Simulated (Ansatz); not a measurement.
# What H interstitial (started 1.73 Å from the nearest host atom) does to Al2Cu

The reference is a 12-atom supercell of Al2Cu (space group I4/mcm, No. 140; a = 6.0062 Å, c = 4.7905 Å) at its relaxed geometry.

Modification: a neutral H interstitial (started 1.73 Å from the nearest host atom), atoms relaxed at fixed cell, starting from a slightly rattled geometry.

Computed with Kohn–Sham DFT with the r2SCAN functional, run in Ansatz (a program for electronic structure) with PAW and 500 eV plane waves, no SOC, earlier PAW set. Γ-centred 5×7×7 mesh, Fermi–Dirac width 0.05 eV.

The pressure goes up by 3.9 GPa, from 0.1 GPa to 4.0 GPa and the largest displacement of a host atom from its site in the perfect cell comes out as 0.30 Å. The final site of the added atom comes out as 2 Al at 1.63 Å (linear).

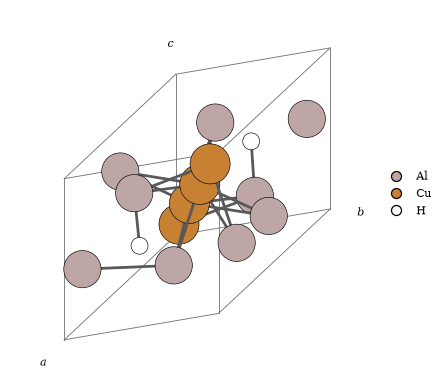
Figure: The relaxed cell after the change

Cost of the whole job for the changed cell (relaxation, final SCF and bands): around 60 core-minutes (rough).

The cell is small, so the values are those of an ordered compound at a high defect concentration; dilute-limit values will differ. The final runs are not spin-polarised. The defect cell is not spin-polarised.
